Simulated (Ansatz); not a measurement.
**FH4OSi2 radical: shape, modes and thermochemistry**

Aim: relax FH4OSi2 radical from a cheap starting geometry, check the end point by its vibrations and derive ideal-gas thermochemistry.

The runs use Ansatz 0.2.0, Gaussian basis; UKS PBE0-D4/def2-TZVP.

The runs, in order: relaxation at PBE-D4/def2-SVP; relaxation at PBE0-D4/def2-TZVP; harmonic vibrations at the same level.

1 further run of the same task is left out (set aside as unsound or not needed).

### Step 1. Where the work starts

SMILES `O[SiH](F)[SiH2]`, 8 atoms, charge 0, spin multiplicity 2.

Atoms are counted from 1 here; the program's logs count them from 0.

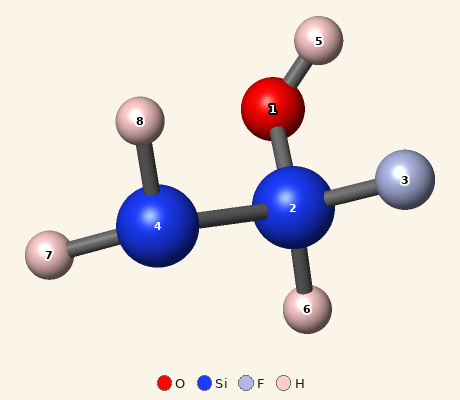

Start geometry, drawn with oxygen red, silicon blue, fluorine light blue, hydrogen pink; atoms are numbered from 1 in the order of the file.

The start is a force-field geometry with small random shifts, so a cheaper pass at PBE-D4/def2-SVP comes first.

### Step 2. Geometry optimisation, PBE-D4/def2-SVP (cheap first pass)

File in.yaml:

```yaml
crystal:
  periodic: [false, false, false]
  atoms:
    - {symbol: O, position_ang: [0.621600, 0.336700, -1.561300]}
    - {symbol: Si, position_ang: [0.733000, 0.250100, 0.072300]}
    - {symbol: F, position_ang: [0.798500, 1.756900, 0.611700]}
    - {symbol: Si, position_ang: [-0.981800, -0.821800, 1.025700]}
    - {symbol: H, position_ang: [0.342600, 1.263800, -1.901100]}
    - {symbol: H, position_ang: [2.004800, -0.435000, 0.380100]}
    - {symbol: H, position_ang: [-1.115300, -2.258700, 0.617000]}
    - {symbol: H, position_ang: [-2.311300, -0.149100, 0.699900]}
basis:
  gaussian: {orbitals: def2-SVP}
magnetization: {spin_polarized: true, initial_magnetization: 1}
hamiltonian: {xc: pbe, dispersion: d4}
relax: {f_tol: 0.03, max_steps: 200}
```

Command:

```bash
ansatz run in.yaml --threads 4 --pin off --events-out ev --progress --plain --max-ram 10444MiB
```

Output (excerpt; [...] marks lines left out):

```text
Functional definition: PBE
  name "PBE"
  cite "Perdew, Burke & Ernzerhof, Phys. Rev. Lett. 77, 3865 (1996) doi:10.1103/PhysRevLett.77.3865"
  parent pbe
[...]
915 factors; their error is unknown
[...]
mean field -20563.45318288 eV, -755.6929660618 hartree, gradient 1.1e-5 eV, S^2 0.753217; 0 other end points of the search recorded, 0 dependent functions left out
[...]
reference -20563.45321725 eV, -755.6929673246 hartree; 25, 24 occupied and 59, 60 virtual orbitals, 915 factors
relax step   1: F+E_penalty+E_count = -20563.62323322 eV  Δ(F+E_penalty+E_count) = +0.000e0 eV  max|allowed force component| = 2.047e0 eV/Å  Δτ_max = 0.0000 Å  (29 SCF iters, accepted)
[...]
relax step   3: F+E_penalty+E_count = -20563.84883698 eV  Δ(F+E_penalty+E_count) = -4.095e-2 eV  max|allowed force component| = 1.507e-1 eV/Å  Δτ_max = 0.0704 Å  (31 SCF iters, accepted)
[...]
relax step   5: F+E_penalty+E_count = -20563.88718949 eV  Δ(F+E_penalty+E_count) = -2.674e-2 eV  max|allowed force component| = 9.865e-2 eV/Å  Δτ_max = 0.1583 Å  (29 SCF iters, accepted)
[...]
relax step   7: F+E_penalty+E_count = -20563.90521406 eV  Δ(F+E_penalty+E_count) = -3.945e-3 eV  max|allowed force component| = 3.767e-2 eV/Å  Δτ_max = 0.0966 Å  (29 SCF iters, accepted)
[...]
relax step   9: F+E_penalty+E_count = -20563.90637631 eV  Δ(F+E_penalty+E_count) = -1.099e-3 eV  max|allowed force component| = 3.215e-2 eV/Å  Δτ_max = 0.0177 Å  (32 SCF iters, accepted)
[...]
relax step  10: F+E_penalty+E_count = -20563.90662968 eV  Δ(F+E_penalty+E_count) = -2.534e-4 eV  max|allowed force component| = 2.532e-2 eV/Å  Δτ_max = 0.0259 Å  (31 SCF iters, accepted)
915 factors; their error is unknown
[...]
mean field -20563.73859491 eV, -755.7034547603 hartree, gradient 8.3e-6 eV, S^2 0.753338; 1 other end points of the search recorded, 0 dependent functions left out
[...]
reference -20563.73862875 eV, -755.7034560038 hartree; 25, 24 occupied and 59, 60 virtual orbitals, 915 factors
Total energy: -20563.90666352 eV, -755.7096311676 hartree
Atom 0 at     0.827494     0.492984    -1.569939 Å, force     0.009611    -0.002045     0.000186 eV/Å
Atom 1 at     0.844471     0.308030     0.092849 Å, force    -0.024305    -0.025315    -0.011594 eV/Å
Atom 2 at     0.831843     1.781176     0.820448 Å, force     0.015421     0.007257     0.008958 eV/Å
Atom 3 at    -1.030523    -0.810475     0.943036 Å, force     0.017097     0.012029     0.002115 eV/Å
Atom 4 at    -0.006395     0.823770    -1.949009 Å, force     0.001442    -0.002299     0.002722 eV/Å
Atom 5 at     2.140695    -0.375595     0.392786 Å, force    -0.005606     0.020532     0.000764 eV/Å
Atom 6 at    -1.193870    -2.224180     0.448306 Å, force    -0.005824    -0.009398    -0.005997 eV/Å
Atom 7 at    -2.321616    -0.052809     0.765822 Å, force    -0.007835    -0.000761     0.002846 eV/Å
Dipole moment:    -0.245114    -0.113635    -0.149931 e Å
```

It took 13 s on 4 threads of Arm Neoverse V1, shared host.

Along the way:

```csv
step,energy from step 1 (eV),largest force component (eV/Å)
1,0.0000,2.0469
2,-0.1847,0.9225
3,-0.2256,0.1507
4,-0.2372,0.2043
5,-0.2640,0.0987
6,-0.2780,0.0785
7,-0.2820,0.0377
8,-0.2820,0.2210
9,-0.2831,0.0321
10,-0.2834,0.0253
```

Distances of close pairs at the start and the end, largest changes first:

| bond | before (Å) | after (Å) | change (Å) |
| --- | --- | --- | --- |
| Si2–Si4 | 2.236 | 2.343 | +0.107 |
| O1–H5 | 1.026 | 0.974 | -0.052 |
| Si2–F3 | 1.602 | 1.643 | +0.041 |
| O1–Si2 | 1.640 | 1.673 | +0.033 |
| Si2–H6 | 1.477 | 1.496 | +0.019 |
| Si4–H8 | 1.525 | 1.507 | -0.018 |
| Si4–H7 | 1.500 | 1.507 | +0.007 |

### Step 3. Geometry optimisation, PBE0-D4/def2-TZVP

File in.yaml:

```yaml
crystal:
  periodic: [false, false, false]
  atoms:
    - {symbol: O, position_ang: [0.827494, 0.492984, -1.569939]}
    - {symbol: Si, position_ang: [0.844471, 0.308030, 0.092849]}
    - {symbol: F, position_ang: [0.831843, 1.781176, 0.820448]}
    - {symbol: Si, position_ang: [-1.030523, -0.810475, 0.943036]}
    - {symbol: H, position_ang: [-0.006395, 0.823770, -1.949009]}
    - {symbol: H, position_ang: [2.140695, -0.375595, 0.392786]}
    - {symbol: H, position_ang: [-1.193870, -2.224180, 0.448306]}
    - {symbol: H, position_ang: [-2.321616, -0.052809, 0.765822]}
basis:
  gaussian: {orbitals: def2-TZVP}
magnetization: {spin_polarized: true, initial_magnetization: 1}
hamiltonian: {xc: pbe0, dispersion: d4}
relax: {f_tol: 0.005, max_steps: 150}
```

The command is unchanged.

Output (excerpt; [...] marks lines left out):

```text
Functional definition: PBE0
  name "PBE0"
  cite "Adamo & Barone, J. Chem. Phys. 110, 6158 (1999) doi:10.1063/1.478522"
  cite "Perdew, Burke & Ernzerhof, Phys. Rev. Lett. 77, 3865 (1996) doi:10.1103/PhysRevLett.77.3865"
  parent pbe
[...]
1019 factors; their error is unknown
[...]
mean field -20577.11412835 eV, -756.1949965478 hartree, gradient 3.2e-5 eV, S^2 0.755030; 0 other end points of the search recorded, 0 dependent functions left out
[...]
reference -20577.11416071 eV, -756.1949977370 hartree; 25, 24 occupied and 135, 136 virtual orbitals, 1019 factors
relax step   1: F+E_penalty+E_count = -20577.25659926 eV  Δ(F+E_penalty+E_count) = +0.000e0 eV  max|allowed force component| = 1.125e0 eV/Å  Δτ_max = 0.0000 Å  (30 SCF iters, accepted)
[...]
reference -20577.17886981 eV, -756.1973757526 hartree; 25, 24 occupied and 135, 136 virtual orbitals, 1019 factors
Total energy: -20577.32162986 eV, -756.2026220877 hartree
Atom 0 at     0.842025     0.494730    -1.543284 Å, force     0.001196    -0.000388    -0.000484 eV/Å
Atom 1 at     0.827363     0.317161     0.082773 Å, force    -0.000649     0.001726     0.000718 eV/Å
Atom 2 at     0.813598     1.754130     0.789231 Å, force     0.000007    -0.001104    -0.000482 eV/Å
Atom 3 at    -1.026233    -0.817764     0.930775 Å, force    -0.000125     0.000071    -0.000727 eV/Å
Atom 4 at     0.043287     0.792839    -1.981304 Å, force    -0.000820     0.000100     0.000468 eV/Å
Atom 5 at     2.109823    -0.341676     0.407203 Å, force     0.000249    -0.000267     0.000044 eV/Å
Atom 6 at    -1.209685    -2.192920     0.392098 Å, force    -0.000458     0.000769     0.000432 eV/Å
Atom 7 at    -2.308079    -0.063599     0.866808 Å, force     0.000600    -0.000906     0.000032 eV/Å
Dipole moment:    -0.270465    -0.139975    -0.139240 e Å
```

Wall time 40 s (4 threads of Arm Neoverse V1, shared host); peak memory 0.44 GiB.

Step by step:

```
step  energy from step 1 (eV)  largest force component (eV/Å)
   1                   0.0000                          1.1247
   2                  -0.0443                          0.7168
   3                  -0.0614                          0.1471
   4                  -0.0623                          0.1730
   5                  -0.0643                          0.0430
   6                  -0.0647                          0.0317
   7                  -0.0649                          0.0241
   8                  -0.0650                          0.0038
   9                  -0.0650                          0.0040
  10                  -0.0650                          0.0064
  11                  -0.0650                          0.0060
  12                  -0.0650                          0.0040
  13                  -0.0650                          0.0017
```

The force was under the threshold of 0.005 eV/Å already at step 8, but the program went on to step 13.

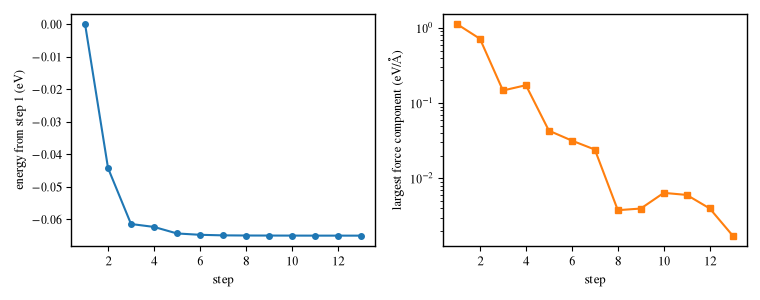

Energy and force, step by step.

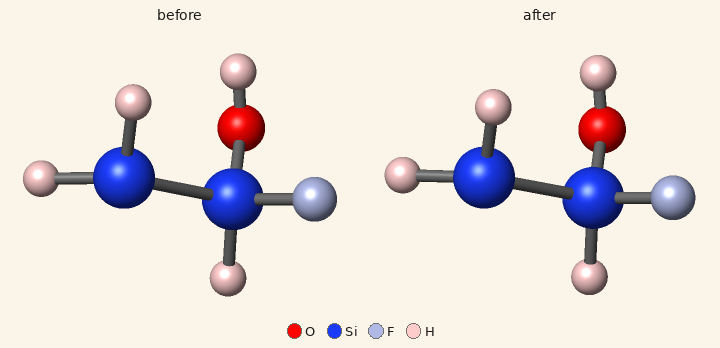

The geometry before (left) and after (right).

Close pairs (by a distance rule), those that changed most:

```csv
bond,before (Å),after (Å),change (Å)
Si2–F3,1.643,1.601,-0.042
O1–Si2,1.673,1.636,-0.037
Si4–H8,1.507,1.489,-0.019
Si4–H7,1.507,1.488,-0.018
Si2–H6,1.496,1.478,-0.018
O1–H5,0.974,0.958,-0.015
Si2–Si4,2.343,2.333,-0.010
```

Mulliken charges of the relaxed molecule (report file):

| atom | value (e) |
| --- | --- |
| O1 | -0.50 |
| Si2 | 0.59 |
| F3 | -0.31 |
| Si4 | -0.10 |
| H5 | 0.33 |
| H6 | -0.04 |
| H7 | 0.01 |
| H8 | 0.01 |

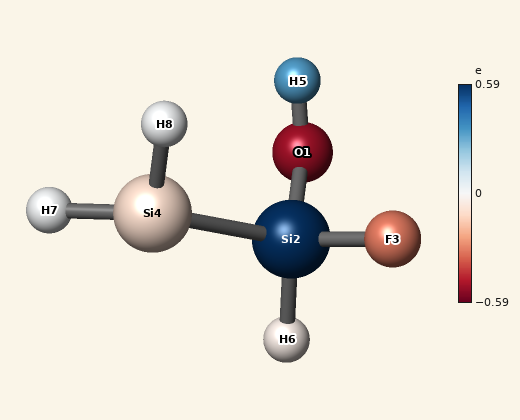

Mulliken charges of the relaxed molecule (report file), as colours on the atoms.

### Step 4. Vibrations by finite differences

File in.yaml:

```yaml
crystal:
  periodic: [false, false, false]
  atoms:
    - {symbol: O, position_ang: [0.842025, 0.494730, -1.543284]}
    - {symbol: Si, position_ang: [0.827363, 0.317161, 0.082773]}
    - {symbol: F, position_ang: [0.813598, 1.754130, 0.789231]}
    - {symbol: Si, position_ang: [-1.026233, -0.817764, 0.930775]}
    - {symbol: H, position_ang: [0.043287, 0.792839, -1.981304]}
    - {symbol: H, position_ang: [2.109823, -0.341676, 0.407203]}
    - {symbol: H, position_ang: [-1.209685, -2.192920, 0.392098]}
    - {symbol: H, position_ang: [-2.308079, -0.063599, 0.866808]}
basis:
  gaussian: {orbitals: def2-TZVP}
magnetization: {spin_polarized: true, initial_magnetization: 1}
hamiltonian: {xc: pbe0, dispersion: d4}
phonons: {temperatures: {t_min: 298.15, t_max: 900, t_step: 200}}
```

Same command.

Output (excerpt; [...] marks lines left out):

```text
Functional definition: PBE0
  name "PBE0"
  cite "Adamo & Barone, J. Chem. Phys. 110, 6158 (1999) doi:10.1063/1.478522"
  cite "Perdew, Burke & Ernzerhof, Phys. Rev. Lett. 77, 3865 (1996) doi:10.1103/PhysRevLett.77.3865"
  parent pbe
[...]
1019 factors; their error is unknown
[...]
mean field -20577.17883829 eV, -756.1973745943 hartree, gradient 2.7e-5 eV, S^2 0.755119; 0 other end points of the search recorded, 0 dependent functions left out
[...]
reference -20577.17887046 eV, -756.1973757766 hartree; 25, 24 occupied and 135, 136 virtual orbitals, 1019 factors
[...]
1019 factors; their error is unknown
mean field -20577.17873056 eV, -756.1973706353 hartree, gradient 2.4e-6 eV, S^2 0.755118; 0 other end points of the search recorded, 0 dependent functions left out
[...]
reference -20577.17876274 eV, -756.1973718178 hartree; 25, 24 occupied and 135, 136 virtual orbitals, 1019 factors
[...]
Atom 0 at     0.842025     0.494730    -1.543284 Å, force     0.001186    -0.000377    -0.000472 eV/Å
Atom 1 at     0.827363     0.317161     0.082773 Å, force    -0.000651     0.001697     0.000713 eV/Å
Atom 2 at     0.813598     1.754130     0.789231 Å, force     0.000013    -0.001084    -0.000481 eV/Å
Atom 3 at    -1.026233    -0.817764     0.930775 Å, force    -0.000129     0.000072    -0.000740 eV/Å
Atom 4 at     0.043287     0.792839    -1.981304 Å, force    -0.000820     0.000095     0.000468 eV/Å
Atom 5 at     2.109823    -0.341676     0.407203 Å, force     0.000251    -0.000269     0.000046 eV/Å
Atom 6 at    -1.209685    -2.192920     0.392098 Å, force    -0.000453     0.000774     0.000435 eV/Å
Atom 7 at    -2.308079    -0.063599     0.866808 Å, force     0.000602    -0.000909     0.000031 eV/Å
Dipole moment:    -0.270465    -0.139974    -0.139240 e Å
Vibrations: 79.53 153.11 205.56 271.27 323.93 412.69 463.87 515.12 770.86 819.42 834.32 887.14 923.12 945.88 2203.60 2227.95 2265.68 3919.22 cm⁻¹, zero-point energy 1.129636 eV
```

Wall time 83 s (4 threads of Arm Neoverse V1, shared host); peak memory 0.43 GiB.

Motions are named by where the mode's potential energy lies. Wavenumbers, unscaled:

```
mode  cm⁻¹                      motion
   1    80                     torsion
   2   153                        bend
   3   206           bend with torsion
   4   271                     torsion
   5   324           torsion with bend
   6   413  Si–Si stretch with torsion
   7   464           torsion with bend
   8   515                        bend
   9   771                        bend
  10   819           torsion with bend
  11   834      bend with Si–F stretch
  12   887      bend with Si–F stretch
  13   923                        bend
  14   946                Si–O stretch
  15  2204                Si–H stretch
  16  2228                Si–H stretch
  17  2266                Si–H stretch
  18  3919                 O–H stretch
```

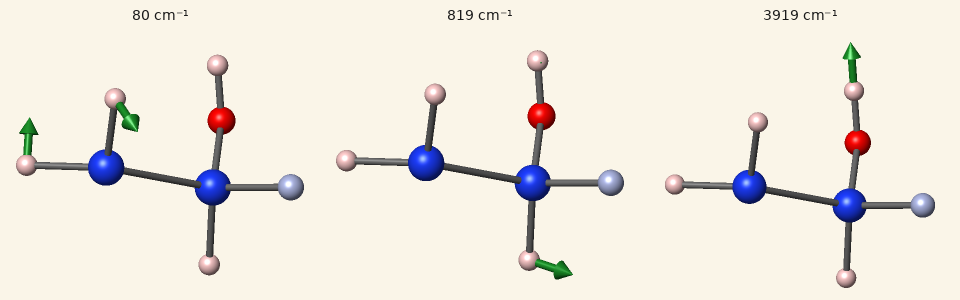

How the atoms move in 3 of the modes.

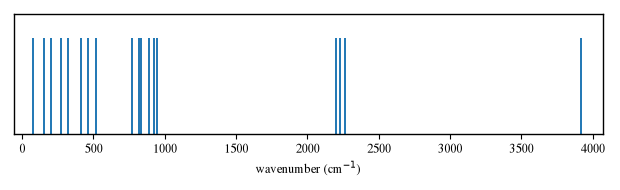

The harmonic wavenumbers as sticks (no intensities were computed).

From these modes and the moments of inertia (298.15 K, 1 bar, symmetry number 1):

```csv
term,value
zero-point energy,109.0 kJ/mol
H(298) − E,129.3 kJ/mol
"entropy, electronic degeneracy",5.8 J/(mol K)
"entropy, translation",165.7 J/(mol K)
"entropy, rotation",110.6 J/(mol K)
"entropy, vibration",61.9 J/(mol K)
"entropy, total",343.9 J/(mol K)
```

### Step 5. Summary of results

| quantity | value |
| --- | --- |
| point group | C1 |
| steps | 10 + 13 |
| shift from the start (rms) | 0.266 Å |
| total energy | -20577.3216 eV |
| dispersion term | -143 meV |
| dipole moment | 1.61 D |
| lowest, highest wavenumber | 80, 3919 cm⁻¹ |
| zero-point energy | 109.0 kJ/mol |
| entropy at 298.15 K | 343.9 J/(mol K) |

The atoms moved 0.27 Å (rms) from the start; the bond that changed most is Si2–Si4, from 2.236 to 2.333 Å. No mode is imaginary: a true minimum at this level. The stiffest mode, 3919 cm⁻¹, is an O–H stretch, and 2 modes under 200 cm⁻¹ make the vibrational entropy uncertain. Harmonic hybrid wavenumbers usually lie a few per cent above measured fundamentals. The largest Mulliken charge, +0.59 e, sits on Si2.
